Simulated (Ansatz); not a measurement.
## Nudged elastic band, with input and output: SiNH2F3

System: SiNH2F3.
Method: RKS BLYP-D4/def2-SVP (Ansatz 0.2.0).

It belongs to a series of runs on one base structure; here: band between the two ends. Figures and captions count atoms from 1; the log counts them from 0 in places.

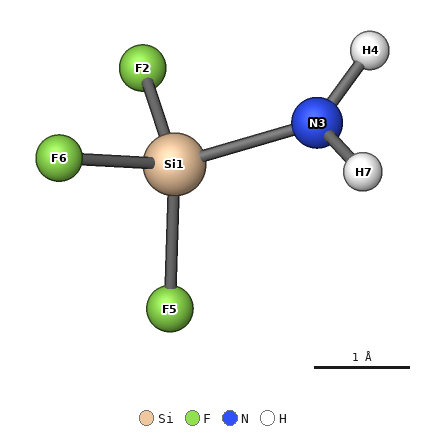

Figure 1. The starting structure (ball-and-stick view, seen at a tilt; atoms are numbered from 1 in the order of the input). Bond lengths as drawn: F–Si 1.62 Å, H–N 1.02 Å and N–Si 1.69 Å.

### The input
```yaml
crystal:
  periodic: [false, false, false]
  atoms:
    - { symbol: Si, position_ang: [-0.418447, 0.098339, 0.458242] }
    - { symbol: F, position_ang: [0.389196, 0.686835, 1.730454] }
    - { symbol: "N", position_ang: [0.698868, -0.208209, -0.778721] }
    - { symbol: H, position_ang: [1.690318, 0.009918, -0.672195] }
    - { symbol: F, position_ang: [-1.575652, 1.154945, 0.044416] }
    - { symbol: F, position_ang: [-1.233251, -1.218682, 0.934028] }
    - { symbol: H, position_ang: [0.449066, -0.523145, -1.716223] }
basis:
  gaussian: { orbitals: def2-SVP }
hamiltonian:
  xc: blyp
  dispersion: d4
neb:
  order_check: false
  images: 5
  f_tol: 0.03
  max_iterations: 60
  final_atoms:
    - { symbol: Si, position_ang: [-0.40452487, 0.09992098, 0.46703677] }
    - { symbol: F, position_ang: [0.36192323, 0.60652558, 1.79877205] }
    - { symbol: "N", position_ang: [0.74228982, -0.2680557, -0.73037905] }
    - { symbol: H, position_ang: [1.57165857, 0.31345192, -0.86737912] }
    - { symbol: F, position_ang: [-1.47599651, 1.26441855, 0.10336406] }
    - { symbol: F, position_ang: [-1.29168455, -1.21294804, 0.79436315] }
    - { symbol: H, position_ang: [0.49643231, -0.80331229, -1.56577685] }
  initial_path:
    images:
      - { positions_ang: [[-0.418447, 0.098339, 0.458242], [0.389196, 0.686835, 1.730454], [0.698868, -0.208209, -0.778721], [1.690318, 0.009918, -0.672195], [-1.575652, 1.154945, 0.044416], [-1.233251, -1.218682, 0.934028], [0.449066, -0.523145, -1.716223]] }
      - { positions_ang: [[-0.48840456, 0.05364553, 0.35086941], [0.57765444, 0.64652719, 1.55267978], [0.67530299, -0.22362093, -0.81631173], [1.58390008, 0.08186042, -0.40940528], [-1.61340225, 1.14834408, 0.10324122], [-1.26167023, -1.18112885, 0.98100314], [0.52671752, -0.52562645, -1.76207554]] }
      - { positions_ang: [[-0.55836211, 0.00895207, 0.24349681], [0.76611289, 0.60621939, 1.37490556], [0.65173799, -0.23903286, -0.85390245], [1.47748215, 0.15380285, -0.14661556], [-1.65115249, 1.14174315, 0.16206643], [-1.29008947, -1.14357569, 1.02797829], [0.60436905, -0.5281079, -1.80792808]] }
      - { positions_ang: [[-0.62831967, -0.0357414, 0.13612422], [0.95457133, 0.56591158, 1.19713133], [0.62817298, -0.25444479, -0.89149318], [1.37106423, 0.22574527, 0.11617416], [-1.68890274, 1.13514223, 0.22089165], [-1.3185087, -1.10602254, 1.07495343], [0.68202057, -0.53058935, -1.85378062]] }
      - { positions_ang: [[-0.5537214, 0.00947939, 0.2464284], [0.75702196, 0.57944958, 1.39767824], [0.66621193, -0.25898176, -0.83778847], [1.43792901, 0.25498082, -0.21167693], [-1.617934, 1.17823434, 0.18171579], [-1.30956732, -1.14166437, 0.98142334], [0.62015782, -0.621497, -1.75777936]] }
      - { positions_ang: [[-0.47912314, 0.05470018, 0.35673259], [0.55947259, 0.59298758, 1.59822515], [0.70425088, -0.26351873, -0.78408376], [1.50479379, 0.28421637, -0.53952803], [-1.54696526, 1.22132644, 0.14253992], [-1.30062593, -1.1773062, 0.88789324], [0.55829506, -0.71240465, -1.66177811]] }
      - { positions_ang: [[-0.40452487, 0.09992098, 0.46703677], [0.36192323, 0.60652558, 1.79877205], [0.74228982, -0.2680557, -0.73037905], [1.57165857, 0.31345192, -0.86737912], [-1.47599651, 1.26441855, 0.10336406], [-1.29168455, -1.21294804, 0.79436315], [0.49643231, -0.80331229, -1.56577685]] }
```

Hardware: 2 threads of Arm Neoverse V1, 24 GiB of memory available, shared host.

Launched with:
```bash
ansatz run input.yaml --threads 2 --pin off --max-ram 3072MiB --backend cpu --events-out ev --progress --plain --runs-dir out
```

### Output
```
Engine: ansatz 0.2.0, aarch64-unknown-linux-gnu
Functional definition: BLYP
  parameter beta = 0.0042
  parameter a = 0.04918
  parameter b = 0.132
  parameter c = 0.2533
  parameter d = 0.349
  exchange = b88_x(beta = beta)
  correlation = lyp_c(a = a, b = b, c = c, d = d)
928 factors; their error is unknown
mean field evaluation 1: about -17534.1308 eV, gradient 8.0e1 eV
mean field evaluation 2: about -17509.4275 eV, gradient 1.3e2 eV
mean field evaluation 4: about -17545.3103 eV, gradient 6.5e0 eV
mean field evaluation 8: about -17545.3866 eV, gradient 1.4e-1 eV
mean field evaluation 16: about -17545.3185 eV, gradient 2.3e-4 eV
mean field -17545.31845834 eV, -644.7785607000 hartree, gradient 3.1e-5 eV, S^2 0.000000; 0 other end points of the search recorded, 0 dependent functions left out
the calculation of the forces begins
reference -17545.31872297 eV, -644.7785704251 hartree; 25, 25 occupied and 59, 59 virtual orbitals, 928 factors
928 factors; their error is unknown
mean field evaluation 32: about -17545.3236 eV, gradient 1.2e-3 eV
mean field -17545.32359847 eV, -644.7787495962 hartree, gradient 1.6e-5 eV, S^2 0.000000; 0 other end points of the search recorded, 0 dependent functions left out
[... from here on the field's lines of each further geometry are left out, up to the last ...]
NEB iter   1: max|band force component| = 3.536e0 eV/Å  barrier→ = 3.0351 eV  barrier← = 3.0402 eV  Δτ_max = 0.2000 Å  (189 SCF iters)
NEB iter   2: max|band force component| = 2.487e0 eV/Å  barrier→ = 2.7503 eV  barrier← = 2.7554 eV  Δτ_max = 0.1962 Å  (147 SCF iters)
NEB iter   3: max|band force component| = 6.656e0 eV/Å  barrier→ = 1.8654 eV  barrier← = 1.8705 eV  Δτ_max = 0.0997 Å  (154 SCF iters)
NEB iter   4: max|band force component| = 2.926e0 eV/Å  barrier→ = 1.5856 eV  barrier← = 1.5906 eV  Δτ_max = 0.1824 Å  (149 SCF iters)
NEB iter   5: max|band force component| = 2.580e0 eV/Å  barrier→ = 1.1350 eV  barrier← = 1.1401 eV  Δτ_max = 0.1971 Å  (142 SCF iters)
NEB iter   6: max|band force component| = 1.195e0 eV/Å  barrier→ = 0.4684 eV  barrier← = 0.4735 eV  Δτ_max = 0.1723 Å  (151 SCF iters)
NEB iter   7: max|band force component| = 1.497e0 eV/Å  barrier→ = 0.1790 eV  barrier← = 0.1841 eV  Δτ_max = 0.0868 Å  (142 SCF iters)
NEB iter   8: max|band force component| = 4.905e-1 eV/Å  barrier→ = 0.0958 eV  barrier← = 0.1009 eV  CI = image 3  Δτ_max = 0.1719 Å  (136 SCF iters)
NEB iter   9: max|band force component| = 6.536e-1 eV/Å  barrier→ = 0.0349 eV  barrier← = 0.0399 eV  CI = image 3  Δτ_max = 0.0863 Å  (137 SCF iters)
NEB iter  10: max|band force component| = 1.311e-1 eV/Å  barrier→ = 0.0069 eV  barrier← = 0.0120 eV  CI = image 3  Δτ_max = 0.1034 Å  (137 SCF iters)
NEB iter  11: max|band force component| = 8.489e-2 eV/Å  barrier→ = 0.0073 eV  barrier← = 0.0124 eV  CI = image 3  Δτ_max = 0.1710 Å  (136 SCF iters)
NEB iter  12: max|band force component| = 1.679e-1 eV/Å  barrier→ = 0.0085 eV  barrier← = 0.0135 eV  CI = image 3  Δτ_max = 0.0860 Å  (140 SCF iters)
NEB iter  13: max|band force component| = 9.704e-2 eV/Å  barrier→ = 0.0052 eV  barrier← = 0.0102 eV  CI = image 3  Δτ_max = 0.0578 Å  (136 SCF iters)
NEB iter  14: max|band force component| = 6.360e-2 eV/Å  barrier→ = 0.0018 eV  barrier← = 0.0068 eV  CI = image 3  Δτ_max = 0.0861 Å  (136 SCF iters)
NEB iter  15: max|band force component| = 5.162e-1 eV/Å  barrier→ = 0.0017 eV  barrier← = 0.0068 eV  CI = image 4  Δτ_max = 0.0428 Å  (134 SCF iters)
NEB iter  16: max|band force component| = 1.421e-1 eV/Å  barrier→ = 0.0002 eV  barrier← = 0.0053 eV  CI = image 3  Δτ_max = 0.0858 Å  (136 SCF iters)
NEB iter  17: max|band force component| = 3.961e-1 eV/Å  barrier→ = 0.0000 eV  barrier← = 0.0051 eV  CI = image 2  Δτ_max = 0.0756 Å  (137 SCF iters)
NEB iter  18: max|band force component| = 4.147e-2 eV/Å  barrier→ = -0.0002 eV  barrier← = 0.0049 eV  CI = image 2  Δτ_max = 0.0948 Å  (138 SCF iters)
NEB iter  19: max|band force component| = 3.353e-2 eV/Å  barrier→ = -0.0002 eV  barrier← = 0.0049 eV  CI = image 2  Δτ_max = 0.0732 Å  (130 SCF iters)
the calculation of the forces begins
reference -17545.32310094 eV, -644.7787313126 hartree; 25, 25 occupied and 59, 59 virtual orbitals, 928 factors
928 factors; their error is unknown
mean field evaluation 896: about -17545.3187 eV, gradient 6.9e-5 eV
mean field -17545.31866755 eV, -644.7785683882 hartree, gradient 1.5e-5 eV, S^2 0.000000; 1 other end points of the search recorded, 0 dependent functions left out
the calculation of the forces begins
reference -17545.31893200 eV, -644.7785781066 hartree; 25, 25 occupied and 59, 59 virtual orbitals, 928 factors
NEB iter  20: max|band force component| = 7.428e-3 eV/Å  barrier→ = -0.0002 eV  barrier← = 0.0049 eV  CI = image 2  Δτ_max = 0.0000 Å  (274 SCF iters)
```

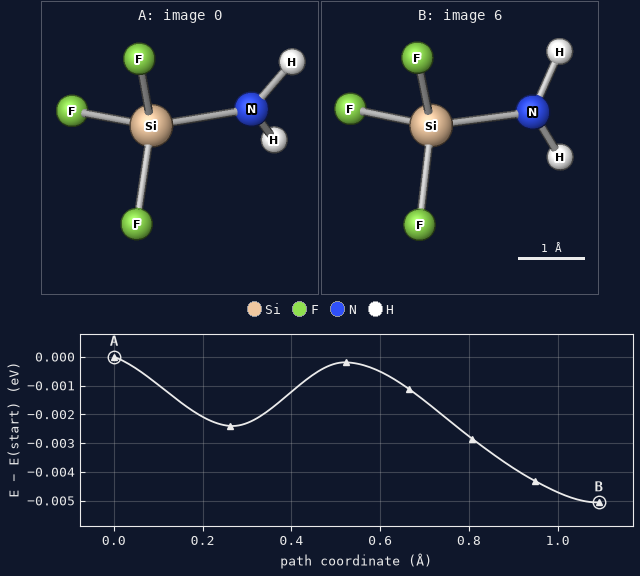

Figure 2. Images of the last band (counted from 0; ball-and-stick, seen at a tilt) above the energy along the path; the line is a cubic interpolation that uses the forces. No image lies above both ends; the end is 0.005 eV below the start. The path is 1.09 Å long. The band converged in 20 iterations.

```
WARN: NEB: the barrier is in doubt: the path turns back at the climbing image. Check it with more images (neb.images), a lower neb.f_tol or relaxed end points
Total energy: -17545.60616054 eV, -644.7891335608 hartree
Atom 0 at    -0.416837     0.095557     0.460029 Å, force     0.002448     0.001086     0.000701 eV/Å
Atom 1 at     0.399899     0.672935     1.731901 Å, force     0.001430     0.000727     0.002135 eV/Å
Atom 2 at     0.688831    -0.168126    -0.796861 Å, force    -0.007242     0.000070     0.002866 eV/Å
Atom 3 at     1.683625     0.026237    -0.683423 Å, force     0.004034     0.000968     0.001524 eV/Å
Atom 4 at    -1.591065     1.147458     0.083220 Å, force     0.000017    -0.001479    -0.001413 eV/Å
Atom 5 at    -1.208655    -1.241173     0.922238 Å, force    -0.000320     0.000076    -0.001324 eV/Å
Atom 6 at     0.444300    -0.532887    -1.717104 Å, force    -0.000368    -0.001447    -0.004488 eV/Å
Dipole moment:     0.406216    -0.102118    -0.469718 e Å
this run last wrote the band of iteration 20 to [file]
```

### The last band as extended XYZ (Å, eV, eV/Å)
```
7
Properties=species:S:1:pos:R:3:forces:R:3 image=0 energy=-17545.60570
Si   -0.4184    0.0983    0.4582    0.0074  -0.0075  -0.0148
F     0.3892    0.6868    1.7305    0.0037   0.0038   0.0074
N     0.6989   -0.2082   -0.7787    0.0285   0.0057  -0.0132
H     1.6903    0.0099   -0.6722   -0.0291  -0.0024   0.0053
F    -1.5757    1.1549    0.0444   -0.0076   0.0202  -0.0011
F    -1.2333   -1.2187    0.9340   -0.0035  -0.0169   0.0090
H     0.4491   -0.5231   -1.7162    0.0005  -0.0029   0.0075
7
Properties=species:S:1:pos:R:3:forces:R:3 image=1 energy=-17545.60810
Si   -0.4106    0.0845    0.4648   -0.0002   0.0013  -0.0019
F     0.3883    0.6419    1.7564    0.0027  -0.0023  -0.0008
N     0.7219   -0.2622   -0.7522   -0.0062   0.0036   0.0043
H     1.6358    0.1931   -0.7557    0.0049   0.0082   0.0020
F    -1.5324    1.1916    0.0778   -0.0007   0.0045   0.0031
F    -1.2595   -1.2297    0.8800    0.0014  -0.0013  -0.0064
H     0.4566   -0.6192   -1.6711   -0.0019  -0.0140  -0.0003
7
Properties=species:S:1:pos:R:3:forces:R:3 image=2 energy=-17545.60590
Si   -0.4168    0.0956    0.4600    0.0024   0.0011   0.0007
F     0.3999    0.6729    1.7319    0.0014   0.0007   0.0021
N     0.6888   -0.1681   -0.7969   -0.0072   0.0001   0.0029
H     1.6836    0.0262   -0.6834    0.0040   0.0010   0.0015
F    -1.5911    1.1475    0.0832    0.0000  -0.0015  -0.0014
F    -1.2087   -1.2412    0.9222   -0.0003   0.0001  -0.0013
H     0.4443   -0.5329   -1.7171   -0.0004  -0.0014  -0.0045
7
Properties=species:S:1:pos:R:3:forces:R:3 image=3 energy=-17545.60683
Si   -0.4150    0.0910    0.4618    0.0009  -0.0003   0.0010
F     0.4003    0.6468    1.7442   -0.0008  -0.0018   0.0012
N     0.7027   -0.2282   -0.7728    0.0064  -0.0031  -0.0030
H     1.6644    0.1084   -0.7149   -0.0062   0.0061  -0.0039
F    -1.5516    1.1852    0.0848    0.0029   0.0008  -0.0004
F    -1.2513   -1.2266    0.8951   -0.0029   0.0005  -0.0015
H     0.4506   -0.5766   -1.6980   -0.0004  -0.0021   0.0066
7
Properties=species:S:1:pos:R:3:forces:R:3 image=4 energy=-17545.60855
Si   -0.4119    0.0914    0.4628   -0.0042  -0.0008   0.0017
F     0.3870    0.6466    1.7555   -0.0010  -0.0016   0.0006
N     0.7207   -0.2605   -0.7512    0.0086   0.0022  -0.0042
H     1.6355    0.1933   -0.7597   -0.0078   0.0027  -0.0056
F    -1.5291    1.2041    0.0783    0.0041   0.0029   0.0014
F    -1.2660   -1.2214    0.8721   -0.0018  -0.0012  -0.0015
H     0.4639   -0.6535   -1.6578    0.0022  -0.0042   0.0076
7
Properties=species:S:1:pos:R:3:forces:R:3 image=5 energy=-17545.61003
Si   -0.4093    0.0977    0.4635   -0.0001   0.0002  -0.0001
F     0.3732    0.6317    1.7750   -0.0006  -0.0015   0.0011
N     0.7332   -0.2717   -0.7370    0.0008  -0.0001   0.0007
H     1.6085    0.2497   -0.8081   -0.0017   0.0038  -0.0033
F    -1.4989    1.2395    0.0834    0.0014   0.0017   0.0009
F    -1.2864   -1.2109    0.8336   -0.0006   0.0000  -0.0020
H     0.4798   -0.7360   -1.6105    0.0007  -0.0042   0.0026
7
Properties=species:S:1:pos:R:3:forces:R:3 image=6 energy=-17545.61076
Si   -0.4045    0.0999    0.4670   -0.0034  -0.0023  -0.0003
F     0.3619    0.6065    1.7988   -0.0030  -0.0004  -0.0010
N     0.7423   -0.2681   -0.7304    0.0160   0.0034  -0.0286
H     1.5717    0.3135   -0.8674   -0.0239  -0.0190  -0.0009
F    -1.4760    1.2644    0.1034    0.0041   0.0001   0.0008
F    -1.2917   -1.2129    0.7944    0.0011  -0.0001   0.0009
H     0.4964   -0.8033   -1.5658    0.0091   0.0183   0.0289
```

### Key numbers

| quantity | value |
| --- | --- |
| outcome | converged |
| barrier, forward | 0.000 eV |
| barrier, backward | 0.005 eV |
| wall time | 2.1 min (CPU time 4 min) |
| peak memory | 0.086 GiB |

The order of the saddle point was not checked.
